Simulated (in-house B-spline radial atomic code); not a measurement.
System: the bismuth ion Bi⁴⁺, configuration [Xe] 4f14 5d10 6s1 (high spin). All runs are scalar-relativistic, spin-polarised and spherical, computed with an in-house B-spline radial code (spin-free X2C). Hartree-Fock is the average over the configuration. Wanted, and plotted below: the mean radius (bohr) of the 6s up orbital by 9 methods.

The most compact is BP86 (1.945) and the most diffuse Hartree-Fock (1.993), a spread of 2.4 %. In order (bohr): BP86 (1.945), LDA (PW92) (1.947), r2SCAN0 (1.951), TPSS (1.952), B97-1 (1.953), RPBE (1.955), HSE06 (1.961), CAM-B3LYP (1.963), Hartree-Fock (1.993).

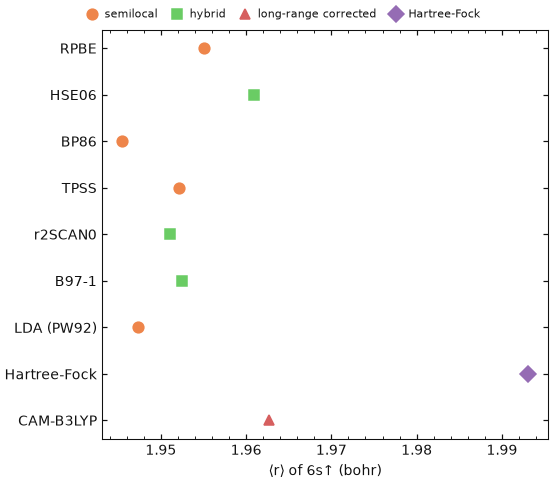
